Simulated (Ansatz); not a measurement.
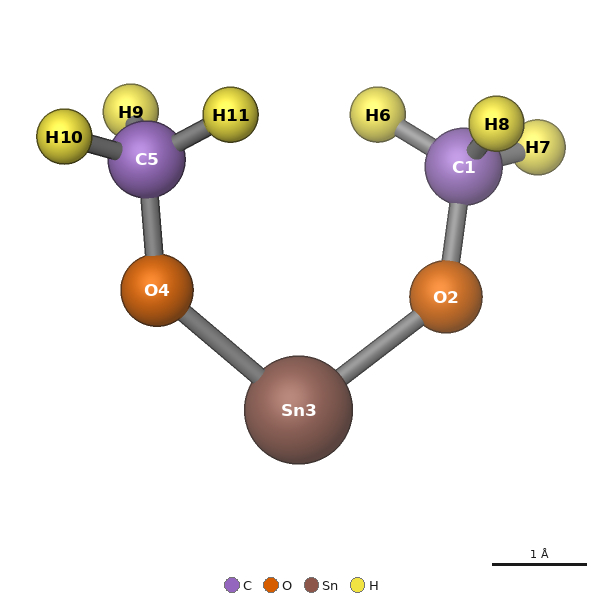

Orthographic view. Atoms fade into the background with distance from the viewer. The geometry was computed by an optimisation with PBE-D4/def2-SVP. No frequency run is at hand to confirm it as a minimum.

Give the geometry as a Z-matrix, atoms in numerical order, with these reference atoms: 2 to 1; 3 to 2, 1; 4 to 3, 2, 1; 5 to 4, 3, 2; 6 to 1, 2, 3; 7 to 1, 6, 2; 8 to 1, 6, 7; 9 to 5, 4, 3; 10 to 5, 9, 4; 11 to 5, 10, 9.

```
C  
O    1   1.403
Sn   2   2.029   1   135.2
O    3   2.029   2   104.6   1    -5.4
C    4   1.403   3   134.9   2    -4.5
H    1   1.115   2   114.0   3   -28.2
H    1   1.115   6   107.2   2   121.8
H    1   1.117   6   107.0   7   114.2
H    5   1.117   4   112.2   3    83.9
H    5   1.115   9   106.7   4  -120.2
H    5   1.116  10   107.1   9   114.3
```
